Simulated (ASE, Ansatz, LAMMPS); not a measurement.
# Convergence of a linear-scaling basis for twisted graphene bilayer, 50.57° (148 atoms), part 2 of 2

Aim: test how closely localised support functions follow the reference on twisted graphene bilayer, 50.57° (148 atoms), and at what cost.

Ansatz 0.2.0; Kohn-Sham DFT, PBE+D3(BJ), PAW (set soft_2), plane waves.

The cell: 148 C. One k-point is far too coarse for the carbon or group-IV sheet, and it can put spurious forces of up to about 1 eV/Å on the sheet's atoms. Beside vacuum, support functions can miss their usual error bounds without a warning. Only the Γ point is sampled, in a cell whose shortest periodic width is 13 Å.

So far. Step 3 (Plane-wave single point): Between -20 and -14 eV lie 146 more states.

## Step 4: Structure statistics (continued)

The surroundings of C107, picked at random, nearest first, numbered as they follow in the input and with coordinates relative to it.

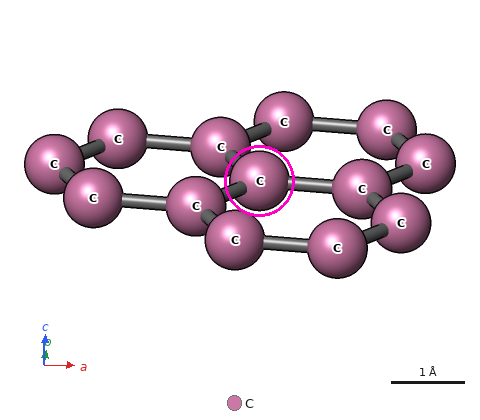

The atoms of the table, within 2.8 Å (arrows a, b, c point along x, y, z); some may hide others; the central atom is ringed.

| atom | x | y | z | distance (Å) | bonds | intrinsic-atomic-orbital charge (e) |
| --- | --- | --- | --- | --- | --- | --- |
| C107 | 0.00 | 0.00 | 0.00 | 0.00 | 3 | 0.00 |
| C98 | 1.42 | -0.12 | 0.00 | 1.42 | 3 | 0.00 |
| C108 | -0.61 | 1.28 | 0.00 | 1.42 | 3 | 0.00 |
| C110 | -0.81 | -1.17 | 0.00 | 1.42 | 3 | 0.00 |
| C95 | 2.22 | 1.05 | 0.00 | 2.46 | 3 | 0.00 |
| C115 | -2.02 | 1.40 | 0.00 | 2.46 | 3 | 0.00 |
| C97 | 2.02 | -1.40 | 0.00 | 2.46 | 3 | 0.00 |
| C117 | -2.22 | -1.05 | 0.00 | 2.46 | 3 | 0.00 |
| C105 | 0.20 | 2.45 | 0.00 | 2.46 | 3 | 0.00 |
| C109 | -0.20 | -2.45 | 0.00 | 2.46 | 3 | 0.00 |
| C118 | -2.83 | 0.23 | 0.00 | 2.84 | 3 | 0.00 |
| C100 | 1.21 | -2.57 | 0.00 | 2.84 | 3 | 0.00 |
| C96 | 1.62 | 2.34 | 0.00 | 2.84 | 3 | 0.00 |

The column of bonds counts only the pairs C-C within 1.82 Å; other neighbours, such as metal atoms beside each other in a compound, aren't counted, and periodic images can show an atom twice.

## Step 5: Support functions medium

With localised support functions most steps grow linearly with size, though the diagonalisation grows faster unless the density matrix is cut; this run measures error and cost at this size.

This step: Kohn-Sham DFT, PBE+D3(BJ), PAW (set soft_2), localised support functions (medium) (Ansatz 0.2.0).

Contents of input.yaml:

```yaml
crystal:
  lattice:
    - [14.9636, 0.0, 0.0]
    - [-7.4818, 12.95886, 0.0]
    - [0.0, 0.0, 15.53]
  atoms:
    [... the 148 atom lines of step 3 ...]
kpoints:
  mp_grid: { grid: [1, 1, 1] }
hamiltonian:
  xc: pbe
  dispersion: d3bj
scf:
  occupations: { method: gaussian, width: 0.05 }
  eigensolver: { kind: { support_functions: { accuracy: medium } } }
  mixing: { beta: 0.4 }
  max_iter: 150
output:
  forces: true
  eigenvalues: true
```

Launch:

```
$ ansatz run input.yaml --threads 8 --pin off --max-ram 15872MiB --backend cpu --events-out ev --progress --plain --runs-dir out
```

Numbers of over 12 decimals in the logs are rounded to 6 here.

The log of the run:

```text
Warning: scf.eigensolver.kind.support_functions: disabling space-group detection — the functions' gradient is summed over unrotated k-points, so no spatial operation reduces the k-mesh or symmetrises the density; time reversal is kept, so that k and −k are solved as one point where they differ and the mesh holds both, and exact exchange and, on two spinor components, a DFT+U term hold to it where the run has them: [...]
settings of this run that can trade accuracy for cost: scf.eigensolver.kind.support_functions [...]
[...]
Crystal: 148 atoms, lattice volume = 3011.441 Å³
Basis set: ecut = 420 eV, 58725 PW (Γ), exchange–correlation on 216×216×216 points (8 copies of the dense FFT grid, shifted against one another)
Bands: 356, of which v1, the nominal top of the filled ones, is band 296 counted from 1 (295 counted from 0)
Symmetry: 1 space group operations
k-points: 1
[...]
SCF iter   1: F=—  HF=-37192.424117 eV  |F-HF|=—  |Δ(HF+E_count)|=         —  Δρ=7.06e-2  dr2=1.46e2  ethr=1.00e-1
[...]
SCF iter  10: F=—  HF=-37158.704780 eV  |F-HF|=—  |Δ(HF+E_count)|=   1.07e-3  Δρ=2.35e-5  dr2=1.63e-5  ethr=9.07e-9  κ⁻¹=1.6e-8(r=7)
SCF iter  11: F=-37158.705533 eV  HF=-37158.705532 eV  |F-HF|=1.06e-6  |Δ(HF+E_count)|=   7.51e-4  Δρ=9.57e-6  dr2=2.54e-6  ethr=2.75e-9
SCF 1 converged in 11 iterations: F = -37158.711985 eV  dr2 = 2.54e-6
[...]
SCF converged after 11 iterations
Stability not checked: this state was not tested for a lower state beside it, because the mixer in use, unlike msr1, does not test its closes by its own steps (another_mixer; see scf.mixing.algorithm and scf.lower_state_search)
Free energy (F): -37158.711985 eV
[...]
Internal energy: -37158.711985 eV  (E = F + TS)
E sigma→0 (E₀):  -37158.711985 eV
Fermi energy:    0.663036 eV
[...]
Σ components = -37158.711985   (vs F -37158.711985, Δ=0.00e0)
--- Forces (eV/Å), atoms counted from 1 ---
  atom   1  C      0.00444398     0.00002001    -0.02358813
  atom   2  C      0.00499458     0.01752055    -0.02565703
  atom   3  C     -0.00467023     0.01131423    -0.03158314
  atom   4  C      0.00976312     0.00560500    -0.02828443
[...]
atom 148  C     -0.00085730    -0.00590685     0.03425321
  max |Σ_I F_I| component: 1.23e-3 eV/Å
--- Band table (eV) ---
[...]
```

The job ended after 84 s (8 threads of Arm Neoverse V2, shared host; peak memory 5.5 GiB).

The program notes that the band table was not solved further than the SCF left it and it switched symmetry off.

Keys that differ from the reference: support_functions.accuracy = "medium", scf.max_iter = 150 and scf.mixing.beta = 0.4.

Forces differ from the reference by 2.2 meV/Å r.m.s.; the energy by -3.8 meV/atom. It took 84 s and 11 cycles; the reference's time can't be set against it, since the two runs asked for unlike analyses.

## Step 6: What each setting buys

Each row is set against the plane-wave reference (Kohn-Sham DFT, PBE+D3(BJ), PAW (set soft_2), plane waves; r.m.s. force component 0.0152 eV/Å). Energies are set beside the reference only for runs with its functional, potentials and electron count. Times are for 8 threads of Arm Neoverse V2, shared host. The reference's time includes the DOS and grids, which some other runs skip.

| run | Δ force, r.m.s. (meV/Å) | Δ energy (meV/atom) | cycles | time | host memory (GiB) |
| --- | --- | --- | --- | --- | --- |
| reference | - | - | 9 | 37 s | 3.8 |
| support functions medium | 2.20 | -3.81 | 11 | 84 s | 5.5 |

## Step 7: Summary of results

| Property | Result |
| --- | --- |
| free energy per atom | -251.0686 eV/atom |
| r.m.s. force component | 0.01519 eV/Å |
| potential in mid-vacuum, over the Fermi level | 4.227 eV |
| wall time of the 2 DFT runs | 2 min |

What this shows: The setting support functions medium changes forces by 2.2 meV/Å r.m.s. At 148 atoms the run with support functions medium takes roughly 2.3 times the time of plane waves (whose run also made extra analyses, so the like-for-like ratio is larger), in 11 SCF cycles against 9. Differences between support functions and plane waves include what basis error the plane-wave run still has.

No gap is quoted: the bands of a honeycomb sheet meet or nearly meet at one point of the zone, so the spacing of levels depends on whether the mesh holds it and on how the neighbours disturb the sheet. The potential stands 4.23 eV above the Fermi level over the upper face and 4.23 eV under the lower one, a reading of the work function, with no dipole correction. The Fermi level falls in a spacing of 2.7 eV between levels, so it is uncertain by that much. Counting bonds as in the table, all C atoms have 3 bonded neighbours.

[Logs are printed without paths, hosts, clocks, repeated set-up lines and the standing remarks that a program may print on its own settings, such as how far it seeks lower states.]

[Hosts, paths, dates, database ids (printed as entryN), source tags and the programs' standing remarks are cut or masked in the printed files.]
